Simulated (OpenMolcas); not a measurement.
Run report: Cl²⁺, multiconfigurational calculation

System: Cl²⁺.
Method: state-averaged CASSCF, active space 3 electrons in the shell 3p, basis ANO-L-VDZP, non-relativistic scalar Hamiltonian, spin-orbit coupling by RASSI with atomic mean-field integrals (OpenMolcas).

Key numbers:

- outcome: converged
- lowest level: 3p³ ⁴S°₃/₂
- first excited level: 3p³ ²D°₃/₂, 22,651 cm⁻¹ (measured: 18,053)
- energy of the lowest spin-free term: −458.22370 hartree
- energy of the lowest spin-orbit level: −458.22376 hartree
- largest spread among components of a term: 0.0 cm⁻¹
- hardware: 1 thread of Arm Neoverse V1, 24 GiB of memory available, shared host
- wall time: 2.4 s

Notes:

Against measured levels the run misses widely: 3s2 3p3 2P* J = 1/2 comes out at 37,697 cm⁻¹ where 29,812 cm⁻¹ is measured. Without dynamic correlation the splittings between terms come out too large, often by 20 to 50 %. Limits: closed s shell leaves the highest p terms too high; only configurations of the active space are included.

Input file:
```
&GATEWAY
Coord
1

Cl 0.0 0.0 0.0
Basis=ANO-L-VDZP
Group=XYZ
NoMove
AngMom=0.0 0.0 0.0
AMFI
&SEWARD
&RASSCF
FileOrb=start.orb
Symmetry=2
Spin=4
nActEl=3 0 0
Inactive=3 3
Ras2=0 3
CIRoot=1 1 1
SDav=1
CIMx=300
Iter=120 100
PrWF=0.3
OrbListing=Nothing
MaxOrb=0
Atom
>>> COPY $Project.JobIph JOB001
&RASSCF
FileOrb=start.orb
Symmetry=2
Spin=2
nActEl=3 0 0
Inactive=3 3
Ras2=0 3
CIRoot=8 8 1
SDav=8
CIMx=300
Iter=120 100
PrWF=0.3
OrbListing=Nothing
MaxOrb=0
Atom
>>> COPY $Project.JobIph JOB002
&RASSI
NrOfJobIphs=2 1 8
1
1 2 3 4 5 6 7 8
IphNames
JOB001
JOB002
EJob
SpinOrbit
DIPRint=1.0
SOCoupling=1000.0
Subsets=2
MEES
Property=10
'ANGMOM' 1 'ANGMOM' 2 'ANGMOM' 3 'MLTPL  1' 1 'MLTPL  1' 2 'MLTPL  1' 3
'AMFI' 1 'AMFI' 2 'AMFI' 3 'MLTPL  2' 6
SOProperty=3
'ANGMOM' 1 'ANGMOM' 2 'ANGMOM' 3
```

The file start.orb holds starting orbitals from an earlier step. A driver script formed the levels outside the program, from RASSI's spin-orbit matrix and the active-space energies, averaged over the components of each term or state.

Run as:
```bash
OMP_NUM_THREADS=1 MOLCAS_MEM=2252 MOLCAS_PROJECT=a pymolcas a.inp > a.log  # once for each step of the input, in one work folder
```

Output (extracts):
```
--- SEWARD ---
Basis set label: CL.ANO-L...4S3P1D.

      Electronic valence basis set:
      ------------------
      Associated Effective Charge  17.000000 au
      Associated Actual Charge     17.000000 au
      Nuclear Model: Point charge

      Shell  nPrim  nBasis  Cartesian Spherical Contaminant
         s      17       4        X
         p      12       3        X
         d       5       1                 X
                  Atomic mean-field integrals
--- RASSCF ---
Wave function specifications:
      -----------------------------

      Number of closed shell electrons          12
      Number of electrons in active shells       3
      Max number of holes in RAS1 space          0
      Max nr of electrons in RAS3 space          0
      Number of inactive orbitals                6
      Number of active orbitals                  3
      Number of secondary orbitals               9
      Spin quantum number                      1.5
      State symmetry                             2
Orbital specifications:
      -----------------------

      Symmetry species                           1   2
                                                ag  au
      Frozen orbitals                            0   0
      Inactive orbitals                          3   3
      Active orbitals                            0   3
      RAS1 orbitals                              0   0
      RAS2 orbitals                              0   3
      RAS3 orbitals                              0   0
      Secondary orbitals                         6   3
      Deleted orbitals                           0   0
      Number of basis functions                  9   9
      Number of CSFs                             1
      Number of root(s) required                 1
      Iter CI   SX   CI       RASSCF       Energy    max ROT     max BLB   max BLB  Level Ln srch  Step   QN
          iter iter root      energy       change     param      element    value   shift minimum  type update
 Nr of preliminary CI iterations:   1
        1   1    5    1  -458.07661565    0.00E+00   1.88E-01*   3   4 1  3.01E-01*  0.00   0.00    SX    NO
        2   1    4    1  -458.22346548   -1.47E-01*  2.83E-03    2   4 1  2.02E-02*  0.00   0.00    SX    NO
        3   1    3    1  -458.22369428   -2.29E-04* -5.36E-04    3   4 1  1.85E-03*  0.00   0.00    SX    NO
        4   1    3    1  -458.22369569   -1.40E-06* -9.66E-05    3   4 1  3.33E-04*  0.00   0.00    SX    NO
        5   1    3    1  -458.22369573   -4.04E-08* -2.05E-05    3   4 1  5.83E-05   0.00   1.21    QN   YES
        6   1    2    1  -458.22369573   -1.29E-09   7.35E-08    2   5 2  1.63E-07   0.00   1.00    QN   YES
      Convergence after  6 iterations
        7   1    2    1  -458.22369573    1.14E-13   7.35E-08    2   4 1  1.38E-08   0.00   1.00    QN   YES
      Natural orbitals and occupation numbers for root  1
      sym 2:   1.000000   1.000000   1.000000
::    RASSCF root number  1 Total energy:   -458.22369573
--- RASSCF ---
Wave function specifications:
      -----------------------------

      Number of closed shell electrons          12
      Number of electrons in active shells       3
      Max number of holes in RAS1 space          0
      Max nr of electrons in RAS3 space          0
      Number of inactive orbitals                6
      Number of active orbitals                  3
      Number of secondary orbitals               9
      Spin quantum number                      0.5
      State symmetry                             2
Orbital specifications:
      -----------------------

      Symmetry species                           1   2
                                                ag  au
      Frozen orbitals                            0   0
      Inactive orbitals                          3   3
      Active orbitals                            0   3
      RAS1 orbitals                              0   0
      RAS2 orbitals                              0   3
      RAS3 orbitals                              0   0
      Secondary orbitals                         6   3
      Deleted orbitals                           0   0
      Number of basis functions                  9   9
      Number of CSFs                             8
      Number of root(s) required                 8
      Iter CI   SX   CI       RASSCF       Energy    max ROT     max BLB   max BLB  Level Ln srch  Step   QN
          iter iter root      energy       change     param      element    value   shift minimum  type update
 Nr of preliminary CI iterations:   1
        1   1    4    0  -458.09393768    0.00E+00  -1.67E-02    4   7 2 -1.61E-02*  0.00   0.00    SX    NO
        2   1    3    0  -458.09471461   -7.77E-04*  1.24E-03    3   4 1  3.83E-03*  0.00   0.00    SX    NO
        3   1    3    0  -458.09472381   -9.19E-06*  1.88E-04    3   4 1  2.82E-04*  0.00   0.00    SX    NO
        4   1    3    0  -458.09472395   -1.42E-07* -2.66E-05    3   4 1  9.18E-05   0.00   0.00    SX    NO
        5   1    2    0  -458.09472395   -2.96E-09  -4.41E-06    3   4 1  1.21E-05   0.00   1.10    QN   YES
      Convergence after  5 iterations
        6   1    2    0  -458.09472395   -8.01E-11  -4.41E-06    3   4 1  3.87E-08   0.00   1.10    QN   YES
      Natural orbitals and occupation numbers for root  1
      sym 2:   1.000000   1.000000   1.000000
      Natural orbitals and occupation numbers for root  2
      sym 2:   1.000000   1.000000   1.000000
      Natural orbitals and occupation numbers for root  3
      sym 2:   1.000000   1.000000   1.000000
::    RASSCF root number  1 Total energy:   -458.12035746
::    RASSCF root number  2 Total energy:   -458.12035746
::    RASSCF root number  3 Total energy:   -458.12035746
::    RASSCF root number  4 Total energy:   -458.12035746
::    RASSCF root number  5 Total energy:   -458.12035746
::    RASSCF root number  6 Total energy:   -458.05200143
::    RASSCF root number  7 Total energy:   -458.05200143
::    RASSCF root number  8 Total energy:   -458.05200143
--- RASSI ---
SPIN-FREE ENERGIES:
  (Shifted by EMIN (a.u.) =       -458.2236957291)

 SF State       Relative EMIN(au)   Rel lowest level(eV)    D:o, cm**(-1)      L_eff

     1             0.0000000000        0.0000000000              0.0000         0.0
     2             0.1033382651        2.8119774447          22680.1276         2.0
     3             0.1033382651        2.8119774447          22680.1276         2.0
     4             0.1033382651        2.8119774447          22680.1276         2.0
     5             0.1033382651        2.8119774447          22680.1276         2.0
     6             0.1033382651        2.8119774447          22680.1276         2.0
     7             0.1716943010        4.6720399395          37682.5434         1.0
     8             0.1716943010        4.6720399395          37682.5434         1.0
     9             0.1716943010        4.6720399395          37682.5434         1.0
     Dipole printing threshold changed to   1.00000000E+00
Eigenvalues of complex Hamiltonian:
   -----------------------------------
  (Shifted by EMIN (a.u.) =       -458.2236957291)

 SO State       Relative EMIN(au)   Rel lowest level(eV)    D:o, cm**(-1)     J-value

     1            -0.0000638323        0.0000000000              0.0000         1.2
     2            -0.0000638323        0.0000000000              0.0000         1.0
     3            -0.0000638323        0.0000000000              0.0000         1.3
     4            -0.0000638323        0.0000000000              0.0000         1.2
     5             0.1031413589        2.8083563203          22650.9213         1.1
     6             0.1031413589        2.8083563203          22650.9213         1.1
     7             0.1031413589        2.8083563203          22650.9213         1.2
     8             0.1031413589        2.8083563203          22650.9213         1.2
     9             0.1033382651        2.8137144097          22694.1372         2.2
    10             0.1033382651        2.8137144097          22694.1372         2.0
    11             0.1033382651        2.8137144097          22694.1372         2.2
    12             0.1033382651        2.8137144097          22694.1372         1.7
    13             0.1033382651        2.8137144097          22694.1372         1.7
    14             0.1033382651        2.8137144097          22694.1372         2.0
    15             0.1716943010        4.6737769045          37696.5530         0.4
    16             0.1716943010        4.6737769045          37696.5530         0.4
    17             0.1719550394        4.6808719590          37753.7785         1.1
    18             0.1719550394        4.6808719590          37753.7785         1.2
    19             0.1719550394        4.6808719590          37753.7785         1.1
    20             0.1719550394        4.6808719590          37753.7785         1.2
Weights of the five most important spin-orbit-free states for each spin-orbit state.

 SO State  Total energy (au)           Spin-free states, spin, and weights
 -------------------------------------------------------------------------------------------------------
    1        -0.000064       1 1.5  0.9996    8 0.5  0.0002    7 0.5  0.0001    9 0.5  0.0001    6 0.5  0.0000
    2        -0.000064       1 1.5  0.9996    9 0.5  0.0002    7 0.5  0.0001    8 0.5  0.0001    5 0.5  0.0000
    3        -0.000064       1 1.5  0.9996    9 0.5  0.0002    8 0.5  0.0001    7 0.5  0.0001    3 0.5  0.0000
    4        -0.000064       1 1.5  0.9996    7 0.5  0.0002    8 0.5  0.0001    9 0.5  0.0001    4 0.5  0.0000
    5         0.103141       4 0.5  0.3786    6 0.5  0.3606    5 0.5  0.2139    3 0.5  0.0232    2 0.5  0.0208
    6         0.103141       4 0.5  0.3785    6 0.5  0.3608    5 0.5  0.2136    3 0.5  0.0233    2 0.5  0.0209
    7         0.103141       2 0.5  0.3780    3 0.5  0.3756    5 0.5  0.1851    6 0.5  0.0382    4 0.5  0.0203
    8         0.103141       2 0.5  0.3780    3 0.5  0.3756    5 0.5  0.1850    6 0.5  0.0382    4 0.5  0.0203
    9         0.103338       6 0.5  0.5617    4 0.5  0.1859    5 0.5  0.1211    2 0.5  0.0662    3 0.5  0.0650
   10         0.103338       2 0.5  0.4993    3 0.5  0.4989    6 0.5  0.0006    4 0.5  0.0006    5 0.5  0.0006
   11         0.103338       6 0.5  0.5627    4 0.5  0.1872    5 0.5  0.1188    2 0.5  0.0690    3 0.5  0.0623
   12         0.103338       5 0.5  0.4768    4 0.5  0.4123    2 0.5  0.0470    6 0.5  0.0370    3 0.5  0.0269
```

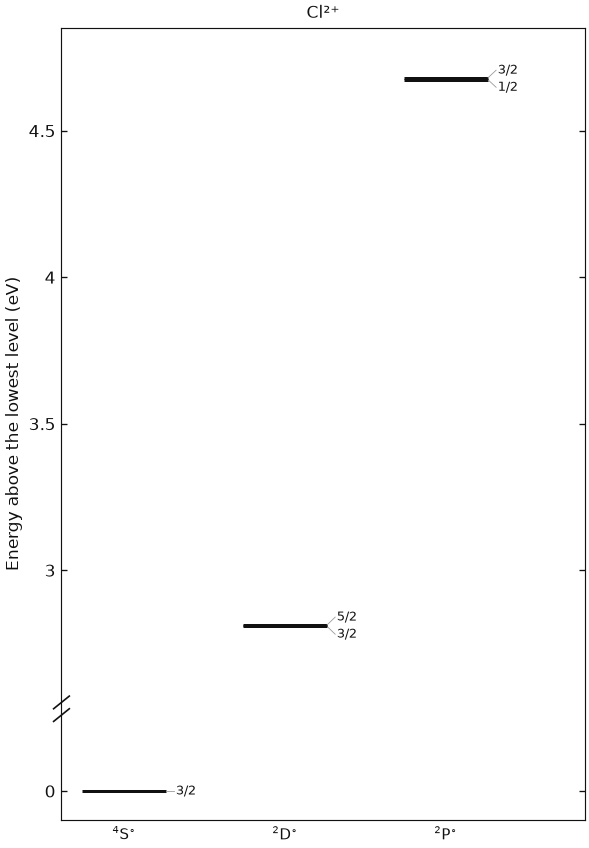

*Level diagram of Cl²⁺ (chlorine, Z = 17).*

The lowest level is 3p³ ⁴S°₃/₂. The first excited level, 3p³ ²D°₃/₂, lies at 2.81 eV. All levels drawn have odd parity, so no electric dipole line joins them. The leading LS term holds 100 % of a level on average. The ground level has g = 2.002. Spin-orbit coupling puts the ground level 0.00174 eV below the lowest spin-free term.

| Configuration | Level | E (eV) | Landé g |
| --- | --- | --- | --- |
| 3p³ | ⁴S°₃/₂ | 0 | 2.002 |
| 3p³ | ²D°₃/₂ | 2.808 | 0.801 |
| 3p³ | ²D°₅/₂ | 2.814 | 1.200 |
| 3p³ | ²P°₁/₂ | 4.674 | 0.666 |
| 3p³ | ²P°₃/₂ | 4.681 | 1.333 |
